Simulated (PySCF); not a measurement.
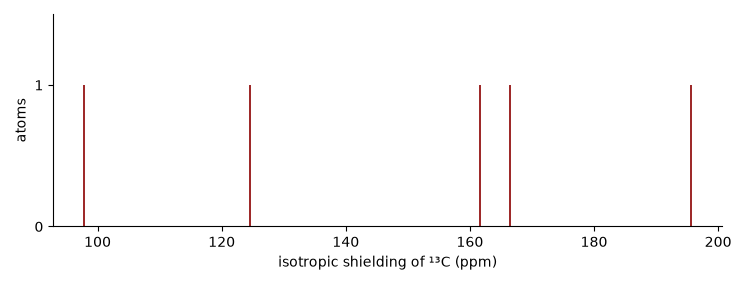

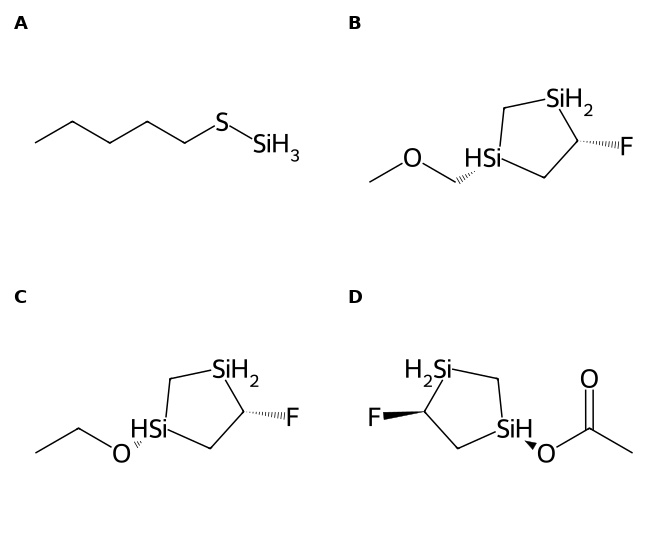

The sticks are computed shieldings of one of the molecules, for one fixed geometry (GFN2-xTB) without averaging over rotations. Low shielding means a high chemical shift. Method: GIAO PBE0/pcSseg-1 NMR shielding, non-relativistic, gas phase (PySCF 2.14.0).

Which molecule gives this pattern?

Answer. C, `CCO[Si@@H]1C[SiH2][C@H](F)C1`. Its 5 C atoms give lines at 97.7, 124.6, 161.7, 166.4, 195.7 ppm.

The geometry is semi-empirical. Around Si such bond lengths and angles can be off by a tenth of an ångström or more and by several degrees, and values that hang on the shape move with them.
